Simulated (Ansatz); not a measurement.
**CH₇BGe (SMILES C[BH][GeH3]): density, localisation and related maps**

Input file:

```
crystal:
  periodic: [false, false, false]
  atoms:
    - {symbol: C, position_ang: [-0.123353, 0.786587, 1.273190]}
    - {symbol: B, position_ang: [0.242974, -0.519717, 0.517103]}
    - {symbol: Ge, position_ang: [-1.027102, -1.466949, -0.805303]}
    - {symbol: H, position_ang: [-0.503731, 0.395742, 2.244492]}
    - {symbol: H, position_ang: [-0.939095, 1.390492, 0.848981]}
    - {symbol: H, position_ang: [0.734813, 1.424334, 1.538304]}
    - {symbol: H, position_ang: [1.308864, -1.053406, 0.740727]}
    - {symbol: H, position_ang: [-0.450824, -1.346409, -2.232250]}
    - {symbol: H, position_ang: [-2.448961, -0.873761, -0.848040]}
    - {symbol: H, position_ang: [-1.157627, -2.976687, -0.527889]}
basis:
  gaussian: {orbitals: def2-TZVPD}
output: {forces: true, orbitals: {seedname: orbitals}}
hamiltonian: {xc: pbe0}
```

Run with:

```sh
ansatz run input.yaml --threads 2 --pin off --max-ram 4350MiB --events-out events.jsonl --progress --plain --runs-dir runs
```

Geometry: r2SCAN-D4/def2-SVP.

All numbers below come from isolated molecule in a Gaussian basis; Kohn-Sham density functional theory, functional PBE0 (Ansatz 0.2.0).

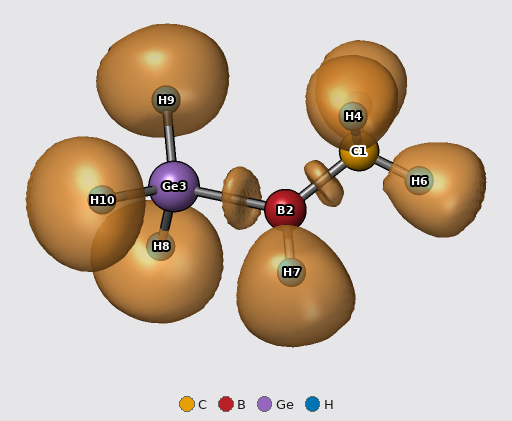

Figure 1. Isosurface of the electron localisation function at 0.9 (orange), seen at a tilt. Core shells and regions of very low density are left out.

Where are the electrons localised?

Answer. The ELF exceeds this value in one region between bonded B–C atoms (shared pairs), one region between bonded B–Ge atoms (shared pairs) and seven regions around hydrogen nuclei.


C–B (1.55 Å): the ELF peaks at about 0.95 between the atoms; a shared electron pair. Ge–B (2.06 Å): the ELF peaks at about 0.95 between the atoms; a shared electron pair.

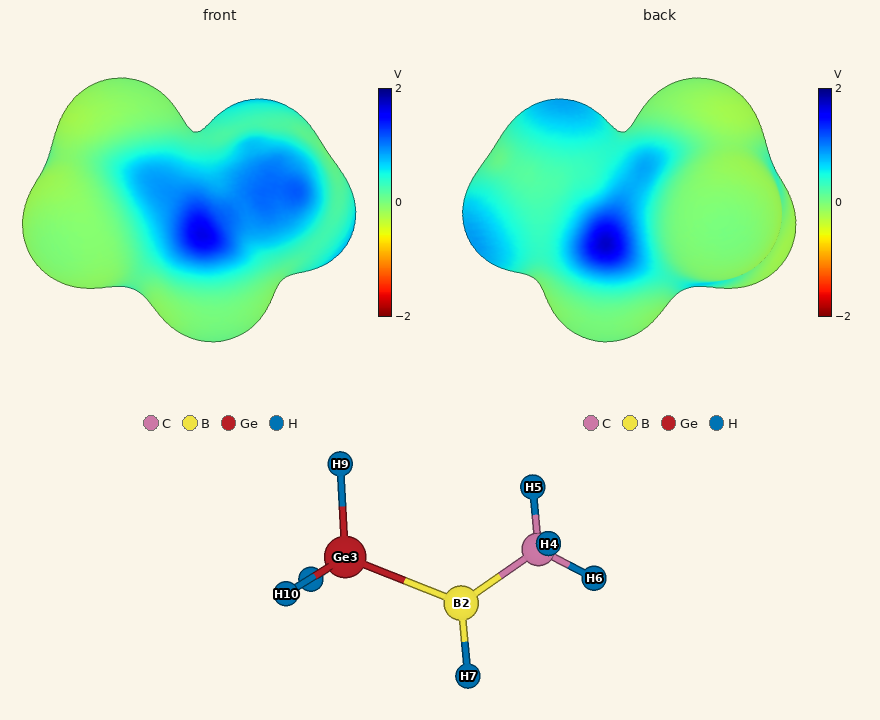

Figure 2. The electrostatic potential painted on the density surface at 0.002 e/bohr³, seen from the front and from behind; red is negative and blue positive. The bare structure is drawn below in the same view.

Describe the electrostatic potential map.

Answer. The most negative region (about −0.2 V) lies over H8, H9 and H10, the most positive (about +1.6 V) over B2.

What dipole moment does the calculation give?

Answer. Its dipole moment is 1.34 D.

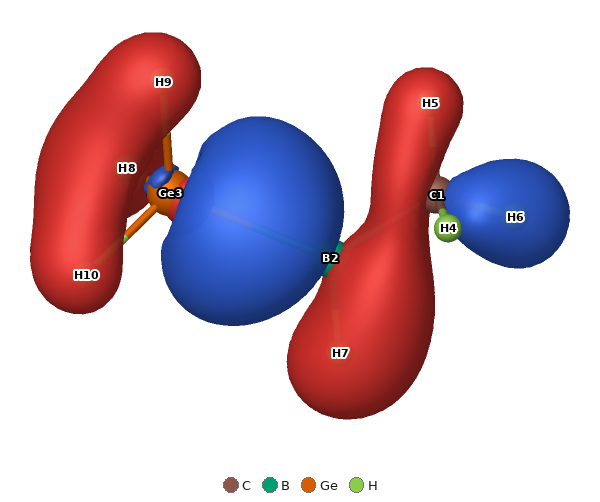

Figure 3. The HOMO at ±0.1 Å⁻³ᐟ² (red and blue are the two phases), seen at a tilt.

Describe this orbital and give its energy.

Answer. It lies mainly on Ge3 (about 35 %), B2 (about 30 %), H7 (about 10 %) and C1 (about 10 %). Its energy is −7.86 eV.
